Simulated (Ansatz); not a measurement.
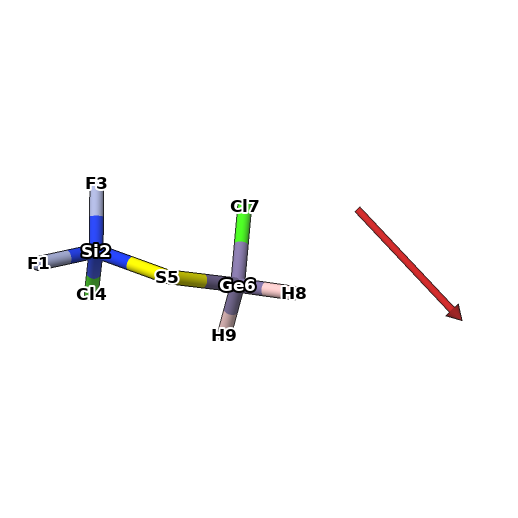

The arrow beside the molecule shows the direction of the dipole moment, from the negative to the positive end (its length means nothing). Computed geometry: PBE0-D4/def2-TZVP optimisation. No frequency run is at hand to confirm it as a minimum. Level of theory: RKS PBE0-D4/def2-TZVP (Ansatz 0.2.0).

Q: How large is the dipole moment?

A: 2.70 D; it points from the side of F3 to the side of H8 (the outermost atoms at the two ends).
